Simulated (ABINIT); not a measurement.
**PbO (P4/nmm): G0W0 with ABINIT, start to end**

Wanted: ground state, empty states, screening and self-energy for PbO (P4/nmm).

Program: ABINIT 10.8.3. Level of theory: PBE and many-body steps on it, plane waves. Results are calculated unless marked as measured.

The database entry behind the starting cell differs from later determinations by our own check (c about 1 % long), so it need not match the best structure at ambient conditions.

## Step 1: Starting point

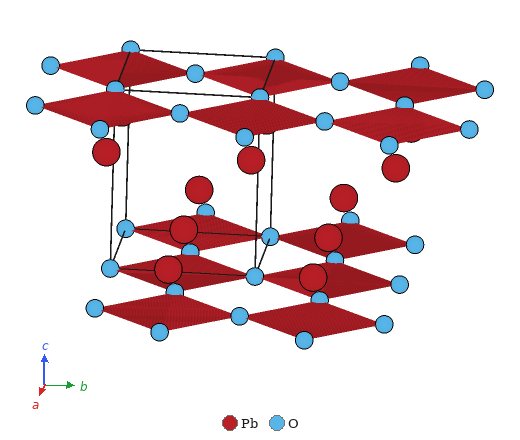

Start, viewed slightly off an axis; lead red, oxygen blue. 2×2×1 cells are drawn. Some periodic images of atoms are drawn too.

 The runs that relaxed it are not among those shown. Spin-orbit coupling is left out unless a step names it.

## Step 2: Ground state

This step: ABINIT 10.8.3; DFT, PBE, plane waves, norm-conserving pseudopotentials.

The ground-state density comes first.

Contents of run.abi:

```
acell 3*1.0 Angstrom
rprim 
  3.960000000000 0.000000000000 0.000000000000
  0.000000000000 3.960000000000 0.000000000000
  0.000000000000 0.000000000000 5.070000000000
ntypat 2
znucl 82 8
natom 4
typat 1 1 2 2
xred 
  0.000000000000 0.500000000000 0.238990104021
  0.500000000000 0.000000000000 0.761009895979
  0.000000000000 0.000000000000 0.000000000000
  0.500000000000 0.500000000000 0.000000000000
pp_dirpath "pseudos"
pseudos "Pb.upf, O.upf"
ecut 42
ngkpt 6 6 4
nshiftk 1
shiftk 0 0 0
kptopt 1
chksymbreak 0
nband 34
occopt 1
tolvrs 1e-10
nstep 60
prtwf 0
optforces 0
optstress 0
indata_prefix "in"
outdata_prefix "out"
tmpdata_prefix "tmp"
```

Started as:

```console
> OMP_NUM_THREADS=1 mpirun -n 4 abinit run.abi > log
```

Numbers of over 12 decimals in the logs are rounded to 6 here.

The program printed:

```text
.Version 10.8.3 of ABINIT. v10.8.2 released Aug 2026.

 Symmetries : space group P4/n m m (#129); Bravais tP (primitive tetrag.)
================================================================================
 Values of the parameters that define the memory need of the present run
     intxc =       0    ionmov =       0      iscf =       7    lmnmax =       7
     lnmax =       7     mgfft =      60  mpssoang =       4    mqgrid =    3001
     natom =       4  nloc_mem =       1    nspden =       1   nspinor =       1
    nsppol =       1      nsym =      16    n1xccc =    2501    ntypat =       2
    occopt =       1   xclevel =       2
-    mband =          34        mffmem =           1         mkmem =           8
       mpw =        7004          nfft =      121500          nkpt =          30
================================================================================
  Rough estimation (10% accuracy) of disk space for files :
================================================================================

--------------------------------------------------------------------------------
------------- Echo of variables that govern the present computation ------------
--------------------------------------------------------------------------------
 -outvars: echo values of preprocessed input variables --------
            acell      1.8897261259E+00  1.8897261259E+00  1.8897261259E+00 Bohr

      chksymbreak           0
             ecut      4.20000000E+01 Hartree
-          fftalg         312

              ixc     -101130
              kpt      0.00000000E+00  0.00000000E+00  0.00000000E+00
                       1.66666667E-01  0.00000000E+00  0.00000000E+00
                       3.33333333E-01  0.00000000E+00  0.00000000E+00
                       5.00000000E-01  0.00000000E+00  0.00000000E+00
                       1.66666667E-01  1.66666667E-01  0.00000000E+00
                       3.33333333E-01  1.66666667E-01  0.00000000E+00
                       5.00000000E-01  1.66666667E-01  0.00000000E+00
                       3.33333333E-01  3.33333333E-01  0.00000000E+00
                       5.00000000E-01  3.33333333E-01  0.00000000E+00
   [... 19 further rows ...]
                       5.00000000E-01  3.33333333E-01  5.00000000E-01
                       5.00000000E-01  5.00000000E-01  5.00000000E-01
         kptrlatt        6    0    0      0    6    0      0    0    4
          kptrlen      3.83236458E+01
P           mkmem           8
            natom           4
            nband          34
            ngfft          45      45      60
             nkpt          30
            nstep          60
             nsym          16
           ntypat           2
              occ      2.000000  2.000000  2.000000  2.000000  2.000000  2.000000
                       2.000000  2.000000  2.000000  2.000000  2.000000  2.000000
                       2.000000  2.000000  2.000000  2.000000  2.000000  2.000000
                       2.000000  2.000000  2.000000  2.000000  2.000000  2.000000
                       2.000000  2.000000  2.000000  2.000000  0.000000  0.000000
                       0.000000  0.000000  0.000000  0.000000
        optforces           0
        optstress           0
            prtwf           0
            rprim      3.9600000000E+00  0.0000000000E+00  0.0000000000E+00
[...]
spgroup         129

           tolvrs      1.00000000E-10

             xred      0.0000000000E+00  5.0000000000E-01  2.3899010402E-01
[...]
znucl       82.00000    8.00000

================================================================================

 chkinp: Checking input parameters for consistency.

================================================================================
== DATASET  1 ==================================================================
-   mpi_nproc: 4, omp_nthreads: 1 (-1 if OMP is not activated)

--- !DatasetInfo
iteration_state: {dtset: 1, }
dimensions: {natom: 4, nkpt: 30, mband: 34, nsppol: 1, nspinor: 1, nspden: 1, mpw: 7004, }
cutoff_energies: {ecut:  42.0, pawecutdg:  -1.0, }
electrons: {nelect:   5.60000000E+01, charge:   0.00000000E+00, occopt:   1.00000000E+00, tsmear:   1.00000000E-02, }

 Real(R)+Recip(G) space primitive vectors, cartesian coordinates (Bohr,Bohr^-1):
 R(1)=  7.4833155  0.0000000  0.0000000  G(1)=  0.1336306  0.0000000  0.0000000
 R(2)=  0.0000000  7.4833155  0.0000000  G(2)=  0.0000000  0.1336306  0.0000000
 R(3)=  0.0000000  0.0000000  9.5809115  G(3)=  0.0000000  0.0000000  0.1043742
 Unit cell volume ucvol=  5.3653114E+02 bohr^3
 Angles (23,13,12)=  9.00000000E+01  9.00000000E+01  9.00000000E+01 degrees

 getcut: wavevector=  0.0000  0.0000  0.0000  ngfft=  45  45  60
         ecut(hartree)=     42.000   => boxcut(ratio)=   2.01544

--- Pseudopotential description ------------------------------------------------
- Pb Generated using ONCVPSP code by D. R. Hamann
- 82.00000  22.00000  220131                  znucl, zion, pspdat
12 -101130 3 -1 1692                          pspcod,pspxc,lmax,lloc,mmax
     nproj     2     2     2     1
  pspatm : epsatm=   27.21822286
         --- l  ekb(1:nproj) -->
[...]
3    9.337611
 pspatm: atomic psp has been read  and splines computed

- O Generated using ONCVPSP code by D. R. Hamann
-  8.00000   6.00000  171031                  znucl, zion, pspdat
12 -101130 2 -1 936                           pspcod,pspxc,lmax,lloc,mmax
     nproj     2     2     1     0
  pspatm : epsatm=    6.17005460
         --- l  ekb(1:nproj) -->
[...]
2   -1.331955
 pspatm: atomic psp has been read  and splines computed

   3.73948708E+03                                ecore*ucvol(ha*bohr**3)
--------------------------------------------------------------------------------

_setup2: Arith. and geom. avg. npw (full set) are    6975.521    6975.505

================================================================================

--- !BeginCycle
iteration_state: {dtset: 1, }
solver: {iscf: 7, nstep: 60, nline: 4, wfoptalg: 0, }
tolerances: {tolvrs: 1.00E-10, }

     iter   Etot(hartree)      deltaE(h)  residm     vres2
 ETOT  1  -451.87216038550    -4.519E+02 2.852E-01 2.592E+03
 ETOT  2  -451.71765312253     1.545E-01 4.019E-02 5.320E+03
 ETOT  3  -452.69693160650    -9.793E-01 1.918E-02 3.342E+02
 ETOT  4  -452.71862812208    -2.170E-02 5.467E-03 1.945E+02
 ETOT  5  -452.72432505889    -5.697E-03 3.841E-03 9.532E+01
 ETOT  6  -452.73664803684    -1.232E-02 2.080E-03 1.286E+00
 ETOT  7  -452.73703163480    -3.836E-04 9.257E-04 6.994E-02
 ETOT  8  -452.73702815034     3.484E-06 4.107E-04 8.146E-02
 ETOT  9  -452.73704438702    -1.624E-05 4.050E-04 5.231E-03
 ETOT 10  -452.73704470608    -3.191E-07 2.234E-04 5.585E-06
 ETOT 11  -452.73704470645    -3.697E-10 1.542E-03 5.068E-07
 ETOT 12  -452.73704470653    -7.759E-11 1.375E-04 3.366E-09
 ETOT 13  -452.73704470652     1.444E-11 1.719E-04 1.490E-10
 ETOT 14  -452.73704470653    -1.472E-11 2.092E-05 3.272E-12

 At SCF step   14       vres2   =  3.27E-12 < tolvrs=  1.00E-10 =>converged.

--- !ResultsGS
iteration_state: {dtset: 1, }
comment   : Summary of ground state results
lattice_vectors:
- [  7.4833155,   0.0000000,   0.0000000, ]
- [  0.0000000,   7.4833155,   0.0000000, ]
- [  0.0000000,   0.0000000,   9.5809115, ]
lattice_lengths: [   7.48332,    7.48332,    9.58091, ]
lattice_angles: [ 90.000,  90.000,  90.000, ] # degrees, (23, 13, 12)
lattice_volume:   5.3653114E+02
convergence: {deltae: -1.472E-11, res2:  3.272E-12, residm:  2.092E-05, diffor:  0.000E+00, }
etotal    :  -4.52737045E+02
entropy   :   0.00000000E+00
fermie    :   2.61001869E-01
cartesian_stress_tensor: null
pressure_GPa: null
xred      :
- [  0.0000E+00,   5.0000E-01,   2.3899E-01, Pb]
- [  5.0000E-01,   0.0000E+00,   7.6101E-01, Pb]
- [  0.0000E+00,   0.0000E+00,   0.0000E+00,  O]
- [  5.0000E-01,   5.0000E-01,   0.0000E+00,  O]
cartesian_forces: null
force_length_stats: {min: null, max: null, mean: null, }

 Integrated electronic density in atomic spheres:
 ------------------------------------------------
 Atom  Sphere_radius  Integrated_density
[...]
4        2.00000          6.12745422
================================================================================

 ----iterations are completed or convergence reached----

 Mean square residual over all n,k,spin=   46.200E-09; max=  20.919E-06
 reduced coordinates (array xred) for    4 atoms
       0.000000000000      0.500000000000      0.238990104021
       0.500000000000      0.000000000000      0.761009895979
       0.000000000000      0.000000000000      0.000000000000
       0.500000000000      0.500000000000      0.000000000000
 rms dE/dt=  0.0000E+00; max dE/dt=  0.0000E+00; dE/dt below (all hartree)
    1       0.000000000000      0.000000000000      0.000000000000
    2       0.000000000000      0.000000000000      0.000000000000
    3       0.000000000000      0.000000000000      0.000000000000
    4       0.000000000000      0.000000000000      0.000000000000

 cartesian coordinates (angstrom) at end:
    1      0.000000     1.980000     1.211680
    2      1.980000     0.000000     3.858320
    3      0.000000     0.000000     0.000000
    4      1.980000     1.980000     0.000000
 length scales=  1.889726125908  1.889726125908  1.889726125908 bohr
              =  1.000000000000  1.000000000000  1.000000000000 angstroms
 prteigrs : about to open file out_EIG
 Fermi (or HOMO) energy (hartree) =   0.26100   Average Vxc (hartree)=  -0.37437
 Eigenvalues (hartree) for nkpt=  30  k points:
 kpt#   1, nband= 34, wtk=  0.00694, kpt=  0.0000  0.0000  0.0000 (reduced coord)
  -4.83895   -4.83895   -2.69625   -2.69625   -2.69623   -2.69623   -2.69609   -2.69606
  -0.41320   -0.39338   -0.32922   -0.32922   -0.32704   -0.32691   -0.32384   -0.32116
  -0.32102   -0.32102   -0.32043   -0.27117   -0.00640    0.01140    0.10595    0.10595
   0.19766    0.20249    0.20249    0.26100    0.34961    0.46413    0.46557    0.46557
   0.50165    0.50165
 prteigrs : prtvol=0 or 1, do not print more k-points.

--- !EnergyTerms
iteration_state     : {dtset: 1, }
comment             : Components of total free energy in Hartree
kinetic             :  1.40346908200130E+02
hartree             :  1.32900543072904E+02
xc                  : -7.64606276292571E+01
Ewald energy        : -2.48977199316717E+02
psp_core            :  6.96974844142879E+00
local_psp           : -4.29844282703727E+02
non_local_psp       :  2.23278652287069E+01
total_energy        : -4.52737044706531E+02
total_energy_eV     : -1.23196025913734E+04
band_energy         : -5.76578001800708E+01

== END DATASET(S) ==============================================================
================================================================================

 -outvars: echo values of variables after computation  --------
           etotal     -4.5273704471E+02
            nband          34
             nkpt          30
          spgroup         129
 [... the other variables as echoed above ...]

 Calculation completed.
```

The job ended after 80 s (4 MPI ranks of AMD EPYC 7R43, shared host; peak memory 0.48 GiB; 5.3 min of CPU time).

Numbers from this step:

| Item | Value |
| --- | --- |
| total energy | -12319.6026 eV |
| gap | 1.126 eV |
| k of the valence top | 0, 0, 0 |
| k of the conduction bottom | 0.5, 0.5, 0 |
| least direct gap | 2.115 eV |

The gap is indirect, with the least direct gap 0.99 eV higher.

(Part 1 of 3 ends here.)

[Paths, hosts, dates, memory and timing lines, banners, echoed tables and standing remarks are left out of the program output.]

[Logs are printed without paths, hosts, clocks, repeated set-up lines and the standing remarks that a program may print on its own settings, such as how far it seeks lower states.]

[Runs of the session that timed out or met a known fault of the program may be left out.]

[Hosts, paths, dates, database ids (printed as entryN), source tags and the programs' standing remarks are cut or masked in the printed files.]

[G0W0 gaps are taken among the corrected bands and points alone; a level outside them can change the order at an edge.]

[Where Ansatz stands beside ABINIT at settings called matched, ABINIT's density can come from a denser mesh and the files from another edition; pairs whose starting gaps differed by over 0.03 eV were left out, so agreement reads better than it is.]
